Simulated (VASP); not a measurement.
Band structure of Tc (hcp). All values below come from optB86b-vdW, VASP's PBE PAW potentials (set 64) (plane waves; VASP).

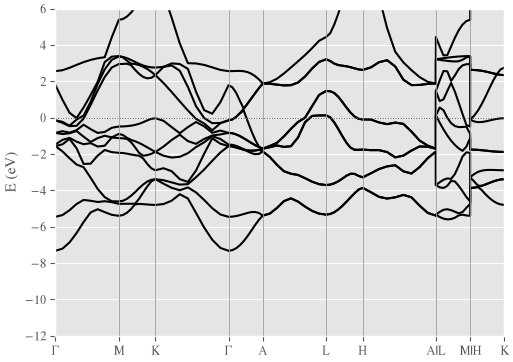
Fig. 1. Bands along high-symmetry lines, zero at the valence-band maximum or, without a gap, the Fermi level

**Question.** Read the plot: is there a gap, and where are the band edges?

**Answer.** It has no gap at this level: it comes out as a metal or semimetal. (Edges off the drawn lines would not show.)

The compound is Tc in the hcp structure. It was relaxed first.
